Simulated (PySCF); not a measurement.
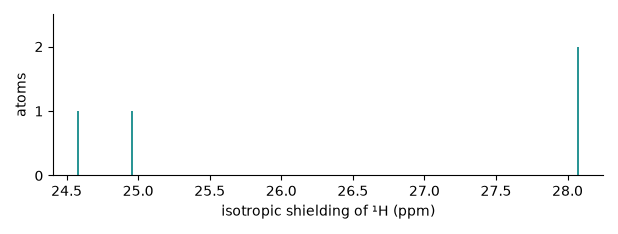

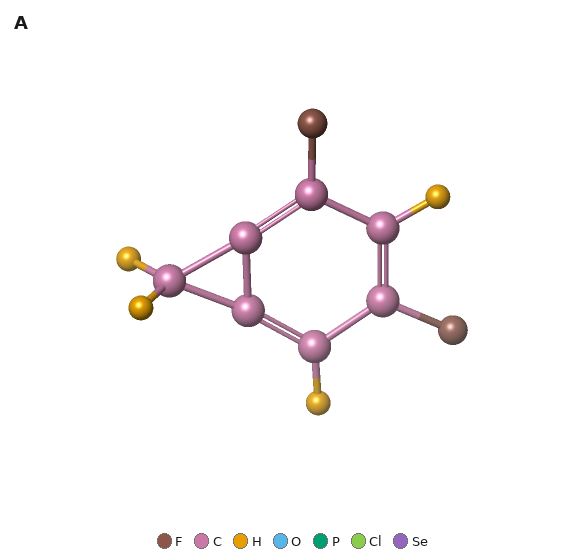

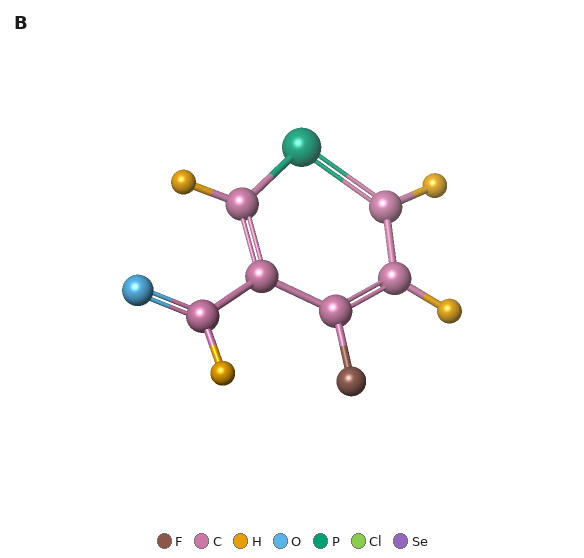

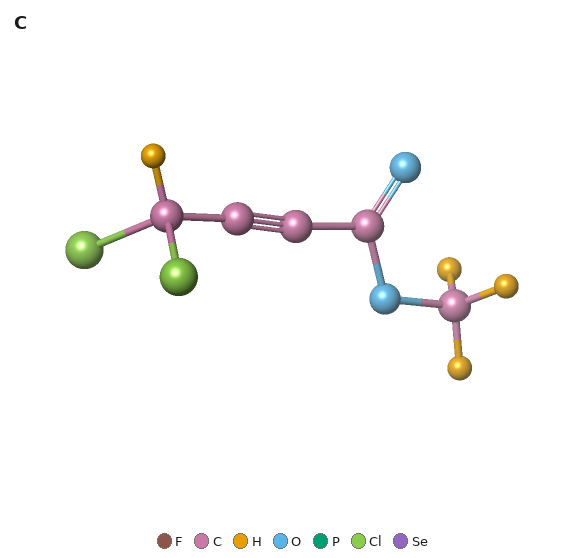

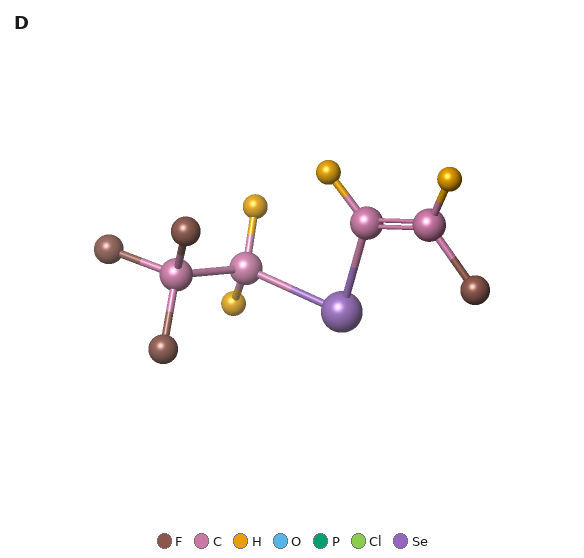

The sticks are computed shieldings of one of the molecules, for one fixed geometry (GFN2-xTB) without averaging over rotations. Low shielding means a high chemical shift. Method: GIAO PBE0/pcSseg-1 NMR shielding, non-relativistic, gas phase (PySCF 2.14.0).

### Which molecule gives this pattern?

A, `Fc1cc(F)c2c(c1)C2`. Its 4 H atoms give lines at 24.58, 24.96, 28.07 (2 atoms) ppm.

The geometry is semi-empirical. Around P, Se such bond lengths and angles can be off by a tenth of an ångström or more and by several degrees, and values that hang on the shape move with them.
